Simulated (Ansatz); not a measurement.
# C₄H₈F₂: one species, many methods, part 2 of 2

Ansatz 0.2.0, Gaussian basis; functionals in def2-TZVPP, the program's frozen cores in correlated methods.

## Step 18: B2PLYP (double hybrid)

Input file in.yaml:

```yaml
crystal:
  periodic: [false, false, false]
  atoms:
    - {symbol: C, position_ang: [-0.541498, -1.044867, -0.879613]}
    - {symbol: C, position_ang: [-0.253031, -0.125206, 0.297920]}
    - {symbol: C, position_ang: [1.182567, -0.285556, 0.750219]}
    - {symbol: F, position_ang: [1.412192, 0.453492, 1.898979]}
    - {symbol: C, position_ang: [-0.568457, 1.320073, -0.022073]}
    - {symbol: F, position_ang: [0.181756, 1.748066, -1.107698]}
    - {symbol: H, position_ang: [-1.586671, -0.965989, -1.186026]}
    - {symbol: H, position_ang: [-0.345788, -2.088461, -0.623416]}
    - {symbol: H, position_ang: [0.077694, -0.783132, -1.740087]}
    - {symbol: H, position_ang: [-0.897376, -0.401381, 1.142181]}
    - {symbol: H, position_ang: [1.876397, 0.067413, -0.018446]}
    - {symbol: H, position_ang: [1.402572, -1.332454, 0.979061]}
    - {symbol: H, position_ang: [-0.329077, 1.970846, 0.822358]}
    - {symbol: H, position_ang: [-1.624279, 1.437855, -0.284558]}
basis:
  gaussian: {orbitals: def2-TZVPP}
hamiltonian: {xc: {name: B2PLYP}}
```

On the command line:

```
> ansatz run in.yaml --threads 4 --pin off --events-out ev --progress --plain --max-ram 11315MiB
```

Output (excerpt; [...] marks lines left out):

```text
Functional definition: B2PLYP
  name "B2PLYP"
  cite "Grimme, J. Chem. Phys. 124, 034108 (2006) doi:10.1063/1.2148954"
  cite "Becke, Phys. Rev. A 38, 3098 (1988) doi:10.1103/PhysRevA.38.3098"
  cite "Lee, Yang & Parr, Phys. Rev. B 37, 785 (1988) doi:10.1103/PhysRevB.37.785"
[...]
1790 factors; integrals over basis functions are off by at most 9.3e-4 eV
[...]
mean field -9698.99841065 eV, -356.4316173740 hartree, gradient 2.9e-6 eV, S^2 0.000000; 0 other end points of the search recorded, 0 dependent functions left out
6 core orbitals not correlated: weight in the atoms' cores, before any rotation towards them, 1.000 or more for the frozen orbitals, at most 0.000 for the correlated occupied ones
reference -9698.99858123 eV, -356.4316236429 hartree; 19, 19 occupied and 273, 273 virtual orbitals, 1790 factors
second order -38.64699135 eV of doubles, -0.00000000 eV of singles
Total energy: -9709.43326890 eV, -356.8150913417 hartree
```

Run time: 8 s. Hardware: 4 threads of Arm Neoverse V1, shared host; peak memory 0.97 GiB.

Atomisation energy: 5463.4 kJ/mol (free atoms -9652.809 eV, run apart).

## Step 19: PBE-QIDH (double hybrid)

Changes to in.yaml since step 18:

```diff
@@ -19,2 +19,2 @@
   gaussian: {orbitals: def2-TZVPP}
-hamiltonian: {xc: {name: B2PLYP}}
+hamiltonian: {xc: {name: PBE-QIDH}}
```

Launched as before.

Output (excerpt; [...] marks lines left out):

```text
Functional definition: PBE-QIDH
  name "PBE-QIDH"
  cite "Brémond, Sancho-García, Pérez-Jiménez & Adamo, J. Chem. Phys. 141, 031101 (2014) doi:10.1063/1.4890314"
  cite "Perdew, Burke & Ernzerhof, Phys. Rev. Lett. 77, 3865 (1996) doi:10.1103/PhysRevLett.77.3865"
[...]
1790 factors; integrals over basis functions are off by at most 9.3e-4 eV
[...]
mean field -9692.75264852 eV, -356.2020898493 hartree, gradient 2.2e-6 eV, S^2 0.000000; 0 other end points of the search recorded, 0 dependent functions left out
6 core orbitals not correlated: weight in the atoms' cores, before any rotation towards them, 1.000 or more for the frozen orbitals, at most 0.000 for the correlated occupied ones
reference -9692.75266044 eV, -356.2020902875 hartree; 19, 19 occupied and 273, 273 virtual orbitals, 1790 factors
second order -36.10402958 eV of doubles, -0.00000000 eV of singles
Total energy: -9704.78733697 eV, -356.6443564924 hartree
```

Run time: 8.5 s. Hardware: 4 threads of Arm Neoverse V1, shared host; peak memory 0.97 GiB.

Atomisation energy: 5502.1 kJ/mol (free atoms -9647.762 eV, run apart).

## Step 20: Orbital energies across the functionals

Dipoles come from the runs that computed forces. Levels, from each run's orbital file:

```
  functional  HOMO (eV)  LUMO (eV)  gap (eV)  dipole (D)
 LDA (SPW92)      -7.70       0.09      7.79            
      PBE-D4      -7.56       0.27      7.83        2.00
   revPBE-D4      -7.49       0.36      7.85            
     BLYP-D4      -7.51       0.26      7.77            
   r2SCAN-D4      -7.90       0.99      8.89        2.09
      B97M-V      -8.09       0.43      8.51            
     PBE0-D4      -9.17       1.10     10.27            
    B3LYP-D4      -8.97       0.75      9.72        2.13
  r2SCANh-D4      -8.51       1.25      9.75            
  r2SCAN0-D4      -9.40       1.60     11.00            
    HSE06-D4      -8.77       0.73      9.49            
    BHLYP-D4     -10.74       1.69     12.43            
CAM-B3LYP-D4     -10.67       1.85     12.52            
     LC-ωPBE     -11.96       3.18     15.13            
     ωB97X-V     -11.64       2.97     14.61            
     ωB97M-V     -11.55       2.55     14.09        2.12
```

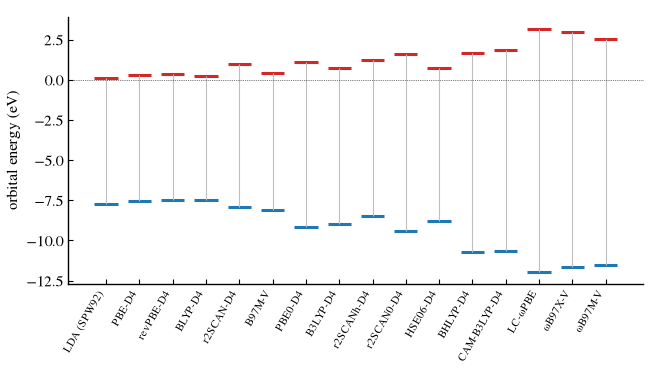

Highest occupied (blue) and lowest empty (red) level by functional.

## Step 21: CCSD(T) in def2-SVP

Changes to in.yaml since step 19:

```diff
@@ -18,3 +18,3 @@
 basis:
-  gaussian: {orbitals: def2-TZVPP}
-hamiltonian: {xc: {name: PBE-QIDH}}
+  gaussian: {orbitals: def2-SVP}
+correlation: {method: ccsd_t}
```

The command is unchanged.

Output (excerpt; [...] marks lines left out):

```text
Functional definition: HF
  name "HF"
  cite "Fock, Z. Phys. 61, 126 (1930) doi:10.1007/BF01340294"
  parent pbe
[...]
1252 factors; integrals over basis functions are off by at most 1.5e-3 eV
[...]
mean field -9652.66907214 eV, -354.7290455871 hartree, gradient 2.1e-6 eV, S^2 0.000000; 0 other end points of the search recorded, 0 dependent functions left out
6 core orbitals not correlated: weight in the atoms' cores, before any rotation towards them, 1.000 or more for the frozen orbitals, at most 0.000 for the correlated occupied ones
reference -9652.66907214 eV, -354.7290455871 hartree; 19, 19 occupied and 99, 99 virtual orbitals, 1252 factors
second order -25.39577079 eV of doubles, -0.00000000 eV of singles
cycle   1  -26.24971478 eV  change   -8.5e-1 eV  update   1.0e-1
[...]
cycle   8  -26.96334528 eV  change    3.9e-5 eV  update   2.2e-5
perturbative correction -0.64455797 eV, -0.0236870683 hartree
Total energy: -9680.27697538 eV, -355.7436173179 hartree
```

Run time: 17 s. Hardware: 4 threads of Arm Neoverse V1, shared host; peak memory 0.88 GiB.

## Step 22: CCSD(T) in def2-TZVPP

Changes to in.yaml since step 21:

```diff
@@ -18,3 +18,4 @@
 basis:
-  gaussian: {orbitals: def2-SVP}
+  gaussian: {orbitals: def2-TZVPP}
 correlation: {method: ccsd_t}
+output: {orbitals: {seedname: orbitals}}
```

The command is unchanged.

Output (excerpt; [...] marks lines left out):

```text
Functional definition: HF
  name "HF"
  cite "Fock, Z. Phys. 61, 126 (1930) doi:10.1007/BF01340294"
  parent pbe
[...]
1790 factors; integrals over basis functions are off by at most 9.3e-4 eV
[...]
mean field -9664.15357713 eV, -355.1510933608 hartree, gradient 1.4e-6 eV, S^2 0.000000; 0 other end points of the search recorded, 0 dependent functions left out
6 core orbitals not correlated: weight in the atoms' cores, before any rotation towards them, 1.000 or more for the frozen orbitals, at most 0.000 for the correlated occupied ones
reference -9664.15357713 eV, -355.1510933608 hartree; 19, 19 occupied and 273, 273 virtual orbitals, 1790 factors
second order -32.37520462 eV of doubles, -0.00000000 eV of singles
cycle   1  -32.73791000 eV  change   -3.6e-1 eV  update   1.1e-1
[...]
cycle   9  -33.56315888 eV  change    3.2e-6 eV  update   1.1e-5
perturbative correction -1.16293488 eV, -0.0427370686 hartree
Total energy: -9698.87967089 eV, -356.4272537683 hartree
```

Wall time 20 min (4 threads of Arm Neoverse V1, shared host); peak memory 4.5 GiB.

## Step 23: MP2 in def2-QZVPP

Changes to in.yaml since step 22:

```diff
@@ -18,4 +18,3 @@
 basis:
-  gaussian: {orbitals: def2-TZVPP}
-correlation: {method: ccsd_t}
-output: {orbitals: {seedname: orbitals}}
+  gaussian: {orbitals: "def2-QZVPP.json"}
+correlation: {method: mp2}
```

Same command.

Output (excerpt; [...] marks lines left out):

```text
Functional definition: HF
  name "HF"
  cite "Fock, Z. Phys. 61, 126 (1930) doi:10.1007/BF01340294"
  parent pbe
[...]
3502 factors; integrals over basis functions are off by at most 8.1e-4 eV
[...]
mean field -9664.58508535 eV, -355.1669509955 hartree, gradient 2.1e-6 eV, S^2 0.000000; 0 other end points of the search recorded, 0 dependent functions left out
6 core orbitals not correlated: weight in the atoms' cores, before any rotation towards them, 1.000 or more for the frozen orbitals, at most 0.000 for the correlated occupied ones
reference -9664.58508535 eV, -355.1669509955 hartree; 19, 19 occupied and 557, 557 virtual orbitals, 3502 factors
second order -34.89499493 eV of doubles, -0.00000000 eV of singles
Total energy: -9699.48008028 eV, -356.4493184064 hartree
```

It took 44 s on 4 threads of Arm Neoverse V1, shared host; peak memory 5.2 GiB.

Energy pieces by basis (eV):

```
     basis          HF  MP2 correlation  CCSD correlation      (T)             total
  def2-SVP  -9652.6691         -25.3958          -26.9633  -0.6446        -9680.2770
def2-TZVPP  -9664.1536         -32.3752          -33.5632  -1.1629        -9698.8797
def2-QZVPP  -9664.5851         -34.8950                             -9699.4801 (MP2)
```

The report of the def2-TZVPP run gives T1 = 0.0103.

## Step 24: The basis-set limit

No new run: Hartree-Fock is extrapolated as exp(−7.88√X) and correlation as X^−2.97, with X = 3 and 4; only MP2 was run in the larger set, so CCSD(T) minus MP2 is added from the smaller one.

```
  level  energy at the limit (eV)
     HF                -9664.6445
    MP2                -9701.4060
   CCSD                -9702.5940
CCSD(T)                -9703.7569
```

## Step 25: RPA on PBE orbitals

Changes to in.yaml since step 23:

```diff
@@ -18,3 +18,4 @@
 basis:
-  gaussian: {orbitals: "def2-QZVPP.json"}
-correlation: {method: mp2}
+  gaussian: {orbitals: def2-TZVPP}
+hamiltonian: {xc: pbe}
+correlation: {method: rpa}
```

Launched as before.

Output (excerpt; [...] marks lines left out):

```text
Functional definition: PBE
  name "PBE"
  cite "Perdew, Burke & Ernzerhof, Phys. Rev. Lett. 77, 3865 (1996) doi:10.1103/PhysRevLett.77.3865"
  parent pbe
[...]
1790 factors; integrals over basis functions are off by at most 9.3e-4 eV
[...]
mean field -9705.21061507 eV, -356.6599116756 hartree, gradient 4.9e-6 eV, S^2 0.000000; 0 other end points of the search recorded, 0 dependent functions left out
6 core orbitals not correlated: weight in the atoms' cores, before any rotation towards them, 1.000 or more for the frozen orbitals, at most 0.000 for the correlated occupied ones
reference -9662.38932554 eV, -355.0862583107 hartree; 19, 19 occupied and 273, 273 virtual orbitals, 1790 factors
Total energy: -9714.14988814 eV, -356.9884239019 hartree
```

Run time: 8.5 s. Hardware: 4 threads of Arm Neoverse V1, shared host; peak memory 0.92 GiB.

RPA correlation: -51.761 eV. No RPA run of the hydrogen atom was made, so RPA has no atomisation energy below.

## Step 26: All levels against the reference

Atomisation energy = energies of 4 C, 2 F, 8 H (separate runs, same level) minus the molecule's; electronic only, no spin-orbit term.

Differences are taken before rounding.

```
            method             rung  atoms, summed (eV)  atomisation energy (kJ/mol)  from CCSD(T)/CBS (kJ/mol)    time
       LDA (SPW92)              LDA           -9575.637                       6347.3                     +830.4   1.8 s
            PBE-D4              GGA           -9646.955                       5645.0                     +128.0   3.6 s
         revPBE-D4              GGA           -9656.915                       5504.2                      -12.8   2.7 s
           BLYP-D4              GGA           -9657.005                       5501.6                      -15.4   2.8 s
         r2SCAN-D4         meta-GGA           -9654.229                       5529.8                      +12.9   6.5 s
            B97M-V         meta-GGA           -9657.367                       5516.9                        0.0    13 s
           PBE0-D4           hybrid           -9648.671                       5548.0                      +31.1   4.1 s
          B3LYP-D4           hybrid           -9659.918                       5511.9                       -5.1     7 s
        r2SCANh-D4           hybrid           -9654.122                       5498.4                      -18.6     7 s
        r2SCAN0-D4           hybrid           -9653.976                       5453.7                      -63.2   6.5 s
          HSE06-D4           hybrid           -9648.129                       5551.9                      +34.9   4.5 s
          BHLYP-D4           hybrid           -9656.468                       5355.0                     -162.0   4.2 s
      CAM-B3LYP-D4  range-separated           -9655.478                       5550.6                      +33.6   4.9 s
           LC-ωPBE  range-separated           -9653.691                       5527.7                      +10.8   3.4 s
           ωB97X-V  range-separated           -9656.194                       5528.0                      +11.0   9.5 s
           ωB97M-V  range-separated           -9655.388                       5531.8                      +14.8    15 s
            B2PLYP    double hybrid           -9652.809                       5463.4                      -53.5     8 s
          PBE-QIDH    double hybrid           -9647.762                       5502.1                      -14.8   8.5 s
     HF/def2-TZVPP     wavefunction           -9621.728                       4093.4                    -1423.5        
    MP2/def2-TZVPP     wavefunction           -9639.688                       5484.3                      -32.7        
   CCSD/def2-TZVPP     wavefunction           -9642.565                       5321.4                     -195.6        
  CCSD(T)/def2-SVP     wavefunction           -9625.355                       5299.1                     -217.8    17 s
CCSD(T)/def2-TZVPP     wavefunction           -9642.973                       5394.2                     -122.8  20 min
           MP2/CBS     wavefunction           -9643.293                       5607.0                      +90.1        
       CCSD(T)/CBS     wavefunction           -9646.578                       5517.0                          0  20 min
```

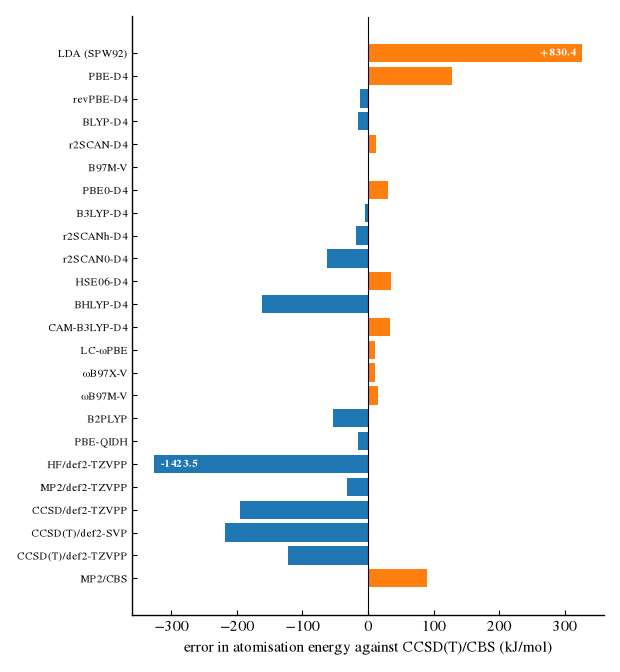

Error of each method against CCSD(T)/CBS. Bars with a number in them are cut short.

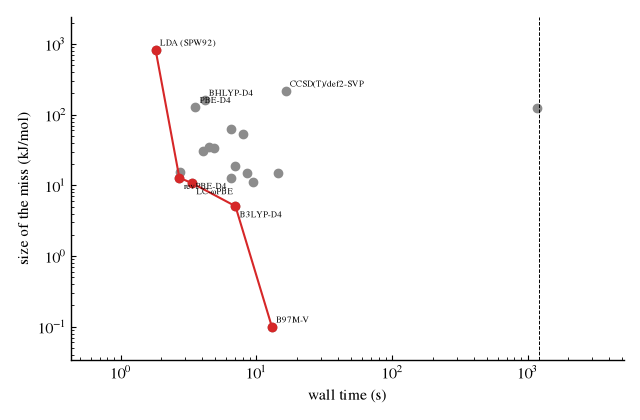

Accuracy for the time spent; red marks the levels that beat every quicker one drawn (of those quicker than the yardstick), and the dashed line is the time of CCSD(T)/CBS. Only those levels and the largest misses are named. Misses under 0.1 kJ/mol are drawn at that value. Times are from a shared host.

LDA (SPW92), LC-ωPBE, B2PLYP, PBE-QIDH carry no dispersion term (for B3LYP, D4 adds 38.2 kJ/mol).

Times are those of the molecule's run; HF, MP2 and CCSD come out of the CCSD(T) runs, and the limit's time is the sum of the runs that it needs.

## Step 27: Results

The summary covers parts 1 to 2.

| quantity | value |
| --- | --- |
| atomisation energy, CCSD(T)/CBS | 5517.0 kJ/mol |
| functionals within 27.6 kJ/mol (0.5 %) | revPBE-D4, BLYP-D4, r2SCAN-D4, B97M-V, B3LYP-D4, r2SCANh-D4, LC-ωPBE, ωB97X-V, ωB97M-V, PBE-QIDH |
| farthest beyond LDA | BHLYP-D4 (-162.0 kJ/mol) |
| mean size of error, GGA | 52.1 kJ/mol |
| mean size of error, meta-GGA | 6.4 kJ/mol |
| mean size of error, hybrid | 52.5 kJ/mol |
| mean size of error, range-separated | 17.6 kJ/mol |
| mean size of error, double hybrid | 34.2 kJ/mol |
| gap, smallest and largest | 7.77 eV (BLYP-D4), 15.13 eV (LC-ωPBE) |
| T1 diagnostic | 0.0103 |
| triples share of the correlation energy | 3.3 % |

**Reading.** LDA overbinds by 830.4 kJ/mol (15 %). PBE-D4 misses by +128.0 kJ/mol. Double hybrids carry the basis error of their MP2 part in triple zeta, and no dispersion term here, so their miss is partly the set-up's. The rungs meta-GGA, range-separated miss on average by less than the doubt on the reference (27.6 kJ/mol), so they tie. Misses under about 27.6 kJ/mol are within the doubt on the reference itself, which lacks core-valence correlation, relativity and higher excitations. Hartree-Fock recovers 74 % of the binding; the rest is correlation. CCSD(T) in def2-SVP is off by -217.8 kJ/mol, which most functionals beat. Orbital gaps span 7.8 to 15.1 eV; exact exchange widens them.

For cost: B97M-V gets within 0.0 kJ/mol in 13 s, where CCSD(T)/CBS took 20 min; the quickest level in the cost chart, LDA (SPW92), takes 1.8 s and misses by 830.4 kJ/mol.
